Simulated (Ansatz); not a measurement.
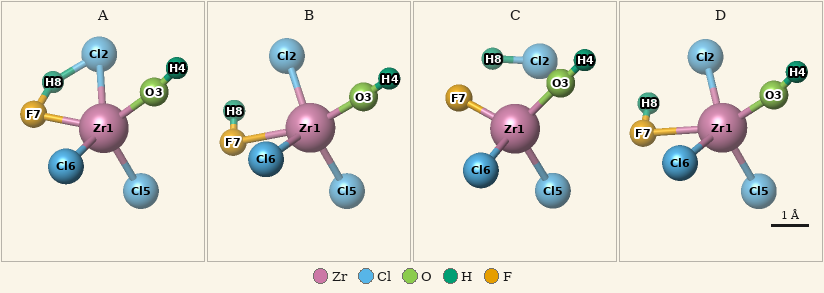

4 geometries from a converged minimum-energy path of ZrH₂OCl₃F, shuffled. Style: ball-and-stick. Shown at a tilt.

Method: RKS B3LYP-D4/def2-SVP (Ansatz 0.2.0). Set-up: 7 movable images; climbing image; force threshold 0.05 eV/Å; iteration limit 60; starting path through a guess of the saddle point.

### Which frame is the transition state?

A. In order along the path, whose images run from 0 to 8: B (image 1, +0.03 eV), D (image 2, +0.09 eV), A (image 4, +0.34 eV), C (image 8, 0.00 eV). Breaking: F7–H8 (0.95 → 1.23 at the top → 2.15 Å), Zr1–Cl2 (2.44 → 2.72 at the top → 3.29 Å). Forming: Cl2–H8 (2.15 → 1.49 at the top → 1.30 Å).
